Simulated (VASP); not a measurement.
Band structure of Pm (relaxed from the bcc structure, space group Im-3m). All values below come from PBEsol GGA, VASP's PBE PAW potentials (set 64) (plane waves; VASP).

The 4f electrons are frozen in the core of the lanthanide potential, so 4f levels, which can set the real gap, and their magnetism are missing.

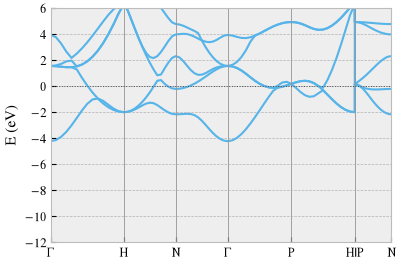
*Bands along high-symmetry lines, zero at the valence-band maximum or, without a gap, the Fermi level*

Read the plot: is there a gap, and where are the band edges?

It has no gap at this level: it comes out as a metal or semimetal. (Edges off the drawn lines would not show.)

The structure was generated: Pm was put into the bcc type (Im-3m), which need not be its known phase. It was relaxed first.
